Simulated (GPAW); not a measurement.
# Surface energy and work function of Li(110) from slabs of 3 to 12 layers (LDA)

How do energy and work function of Li(110) films settle with thickness, and what surface energy follows?

Set-up. GPAW 26.7.0, plane waves at 450 eV with PAW setups; symmetric 1×1 slabs cut at the tabulated lattice constant (two decimals; low-temperature values for the alkali metals), atoms at bulk places, 7.5 Å of vacuum on each side, one in-plane mesh for all thicknesses, Fermi-Dirac smearing of 0.1 eV. Energies are extrapolated to zero smearing and count from the program's reference atoms. Functional LDA. The cell's area is 8.613 Å².

The runs, one held back:

```
layers  energy (eV)  work function (eV)
     3      −5.5034                3.42
     4      −7.5313                3.38
     5      −9.5540                3.36
     6     −11.5797                3.35
     7     −13.6047                3.34
     8     −15.6290                3.34
     9     −17.6530                3.35
    10     −19.6774                3.35
    11     −21.7003                3.35
    12            ?                   ?
```

**Question.** What surface energy do these runs give, and what energy and work function should the 12-layer slab have?

**Working.** A slab of n layers has E(n) = nε + 2Aγ once its middle is bulk-like. A line through n = 6 to 11 has the slope ε = −2.0241 eV a layer and the intercept 2Aγ = 0.5646 eV (r.m.s. residual 0.5 meV). So γ = 0.5646 / (2 × 8.613 Å²) = 0.0328 eV/Å² = 0.53 J/m², with a standard error of under 0.01 J/m² from the scatter about the line. For 12 layers: 0.5646 + 12 × (−2.0241) = −23.725 eV; the run gives −23.726 eV, 0.8 meV under the line. The work function has no such law: from 6 to 11 layers it moves between 3.34 and 3.35 eV (mean 3.35), and the 12-layer slab gives 3.35 eV. The thinnest slab, 3 layers, lies +0.07 eV from that mean.

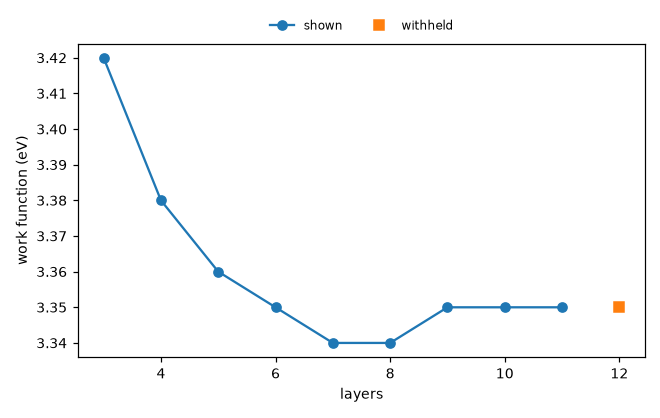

Work function against thickness.

Caveats: The surfaces are unrelaxed, so γ is an upper bound for this functional and lattice constant. The tabulated lattice constant isn't the functional's own, which strains the slab a little.

[Logs are printed without paths, hosts, clocks, repeated set-up lines and the standing remarks that a program may print on its own settings, such as how far it seeks lower states.]
